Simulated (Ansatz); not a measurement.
Consider C2H2OSi (charge −1, doublet).

Input file:

```
crystal:
  periodic: [false, false, false]
  atoms:
    - symbol: C
      position_ang: [-0.153526, -2.263413, -1.859461]
    - symbol: C
      position_ang: [-0.479408, -1.201271, -1.324503]
    - symbol: O
      position_ang: [-1.381323, 0.436356, 0.990948]
    - symbol: Si
      position_ang: [-1.205542, 0.358572, -0.589901]
    - symbol: H
      position_ang: [0.126184, -3.192430, -2.318630]
    - symbol: H
      position_ang: [-0.352895, 1.436950, -1.254067]
basis:
  gaussian:
    orbitals: def2-TZVPD
total_charge: -1
magnetization:
  spin_polarized: true
  initial_magnetization: 1
hamiltonian:
  xc: {name: PBE0}
output:
  forces: true
  orbitals: {seedname: orbitals}
```

Command:

```sh
ansatz run input.yaml --threads 2 --pin off --max-ram 4350MiB --events-out events.jsonl --progress --plain --runs-dir runs
```

Geometry: r2SCAN-D4/def2-SVPD; the highest occupied orbital lies above zero, a sign that basis and functional describe the outermost electron poorly.

Computed with isolated molecule in a Gaussian basis; Kohn-Sham density functional theory, functional PBE0 in Ansatz.

Q: What will maps of the electron density, electron localisation function and spin density show?

A: C–C (1.23 Å): ρ at the midpoint is about 2.7 e/Å³; the ELF peaks at about 0.85 between the atoms (a multiple bond).
Si–O (1.59 Å): ρ is about 1.3 e/Å³ halfway; the ELF peaks at about 0.85 between the atoms: a polar covalent bond.
C–Si (1.87 Å): the density is about 0.89 e/Å³ at the midpoint; the ELF peaks at about 0.95 between the atoms: a covalent bond.
The unpaired spin (1 electron) lies mostly on Si4 (about 0.6), O3 (about 0.2) and C1 (about 0.1), in electrons by Hirshfeld's partition.

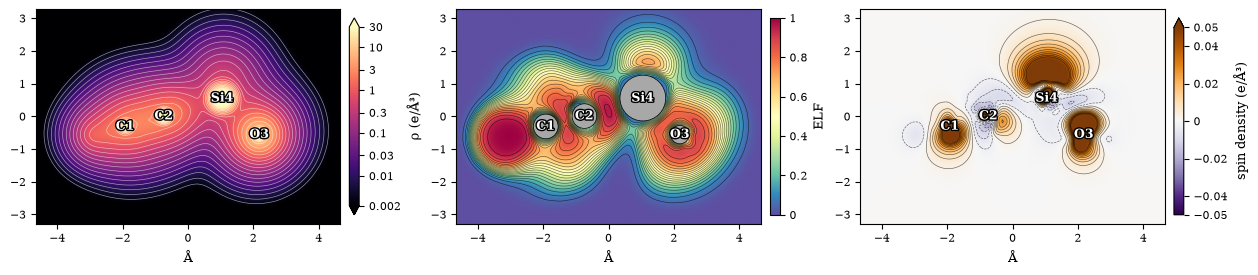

Computed electron density, electron localisation function and spin density on the plane of atoms C2, Si4 and O3, in this order. Grey discs cover the atomic cores in the ELF map. 
